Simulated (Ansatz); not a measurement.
System: C₂H₇GaO₃ (SMILES C[O][Ga]([OH])[O]C).

```yaml
atoms:
  - { symbol: C, position_ang: [0.3481, -1.3584, 1.3121] }
  - { symbol: O, position_ang: [1.3297, -0.7100, 0.5427] }
  - { symbol: Ga, position_ang: [1.0372, 0.5638, -0.6627] }
  - { symbol: O, position_ang: [2.4538, 1.2404, -1.4778] }
  - { symbol: O, position_ang: [-0.5392, 1.2204, -1.1244] }
  - { symbol: C, position_ang: [-1.7742, 0.7933, -0.6062] }
  - { symbol: H, position_ang: [0.8219, -2.1902, 1.8414] }
  - { symbol: H, position_ang: [-0.4653, -1.7706, 0.7032] }
  - { symbol: H, position_ang: [-0.0939, -0.6925, 2.0632] }
  - { symbol: H, position_ang: [3.2705, 0.8388, -1.1721] }
  - { symbol: H, position_ang: [-2.5479, 1.4780, -0.9650] }
  - { symbol: H, position_ang: [-2.0380, -0.2161, -0.9445] }
  - { symbol: H, position_ang: [-1.8026, 0.8028, 0.4900] }
```

Geometry: PBE0-D4/def2-TZVP.

Method: Ansatz, RKS PBE0-D4/def2-TZVPP.

> What will maps of the electron density and electron localisation function show?

C–O (1.41 Å): ρ at the midpoint is about 2.1 e/Å³, with its minimum of 1.8 e/Å³ about 0.5 Å from C; the ELF peaks at about 0.90 between the atoms; a shared but strongly polarised pair.
Ga–O (1.77 Å): the density is about 0.96 e/Å³ at the midpoint; the ELF peaks at about 0.85 in the valence shell of O, 0.6 Å from its nucleus, and is about 0.25 at the midpoint.
O–H (0.96 Å): the density is about 3.8 e/Å³ at the midpoint; the ELF climbs to about 1 towards the hydrogen, as it does in any bond to H (an ordinary covalent bond to hydrogen).
C–H (1.09 Å): ρ at the midpoint is about 2 e/Å³; the ELF climbs to about 1 towards the hydrogen: a covalent bond by its length.

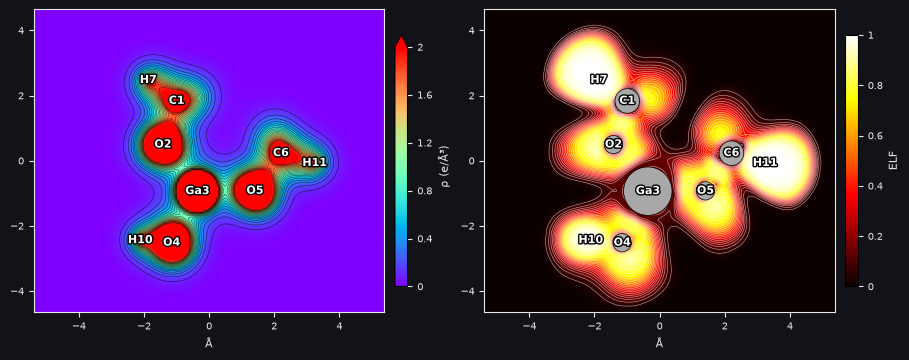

Computed electron density and electron localisation function on the plane of atoms O4, Ga3 and O5, in this order. Grey discs cover the atomic cores in the ELF map. 
